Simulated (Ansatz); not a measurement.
The parent structure is ZnGeP2 in the chalcopyrite structure (space group I-42d, No. 122; a = 5.4242 Å, c = 10.7095 Å).

Modification: a negative pressure, −1 GPa.

Method: PBEsol/PAW in Ansatz (a first-principles code), without spin-orbit coupling.

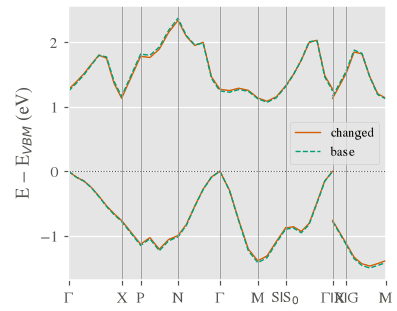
Figure: Highest valence and lowest conduction band along the path, each from its own valence-band maximum

The gap is 1.09 eV, indirect, Γ → M–S (33 % along); the base has 1.07 eV.

Load acts through the strain it causes; cell and atoms are relaxed under it. Stability against distortions was not tested.
